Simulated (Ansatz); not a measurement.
The calculation's input:

```
crystal:
  periodic: [false, false, false]
  atoms:
    - { symbol: B, position_ang: [0.0, 0.0, 0.0] }
    - { symbol: C, position_ang: [0.0, 0.0, 1.95] }
    - { symbol: H, position_ang: [-0.9996, -0.3092, 2.3205] }
    - { symbol: H, position_ang: [0.7676, -0.7111, 2.3205] }
    - { symbol: H, position_ang: [0.232, 1.0203, 2.3205] }
    - { symbol: F, position_ang: [1.1431, 0.0, -0.66] }
    - { symbol: F, position_ang: [-1.1431, 0.0, -0.66] }
    - { symbol: O, position_ang: [-0.219, -1.6079, 0.5392] }
    - { symbol: Si, position_ang: [-0.8631, -2.8547, -0.3844] }
    - { symbol: H, position_ang: [-0.0648, -4.0627, -0.197] }
    - { symbol: H, position_ang: [-2.2382, -3.1111, 0.0341] }
    - { symbol: H, position_ang: [-0.847, -2.4754, -1.7942] }
    - { symbol: H, position_ang: [-0.1495, -1.0979, 1.5797] }
basis:
  gaussian: { orbitals: def2-SVP }
hamiltonian:
  xc: hf
relax:
  f_tol: 0.15
  max_steps: 25
  restrain:
    - { distance: [0, 7], at: 2.61, k: 30.0 }
    - { distance: [12, 1], at: 2.31, k: 30.0 }
    - { distance: [0, 1], at: 1.6, k: 30.0 }
    - { distance: [12, 7], at: 1.01, k: 30.0 }
output:
  orbitals: {}
```

Launched as:

```sh
ansatz run input.yaml --threads 2 --pin off --max-ram 3072MiB --backend cpu --events-out ev --progress --plain --runs-dir out
```

The fields are those of the run's last geometry, not of the input's.

Not at a stationary point (largest force 1.5 eV/Å).

All numbers below come from RHF/def2-SVP in Ansatz 0.2.0.

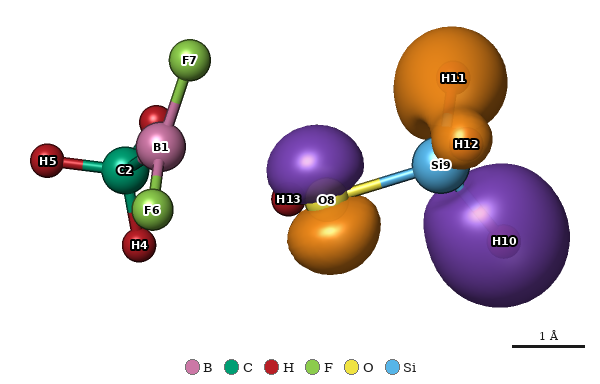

CH₃BF₂···H₄OSi. The HOMO at ±0.15 Å⁻³ᐟ² (orange and purple are the two phases), seen from one side.

Q: Where does this orbital lie, and at what energy?

A: It lies mainly on Si9 (about 30 %), H10 (about 30 %), O8 (about 25 %) and H11 (about 15 %). Its energy is −12.66 eV.
